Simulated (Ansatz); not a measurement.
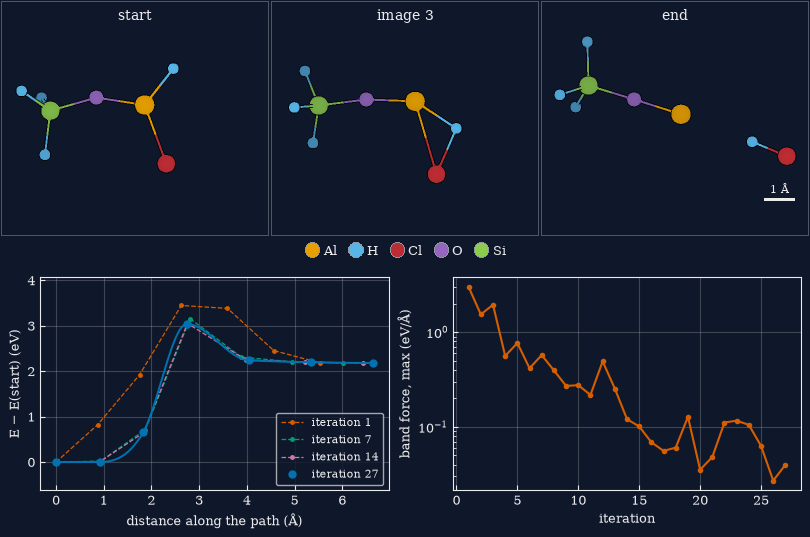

A nudged-elastic-band calculation for AlSiH₄OCl. Images are numbered from 0 (start) to 6 (end). The plot follows the band through its iterations. Style: ball-and-stick. Shown at a tilt.

All numbers below come from RKS PBE0-D4/6-31G* in Ansatz. Run with 5 movable images; climbing image; force threshold 0.05 eV/Å; iteration limit 60; starting path through a guess of the saddle point.

Did the band converge, and can the barrier be trusted?

The result is final at these settings. The band converged in 27 iterations. The largest component of the band force went from 3 to 0.04 eV/Å. The climbing image converged on the top of the path. Its vibrational analysis gives one imaginary mode (1038i cm⁻¹), as a transition state must have. The first iteration put the highest image at 3.45 eV. Forward barrier 3.04 eV, backward barrier 0.86 eV, with image 3 at the top; the reaction energy is +2.18 eV.
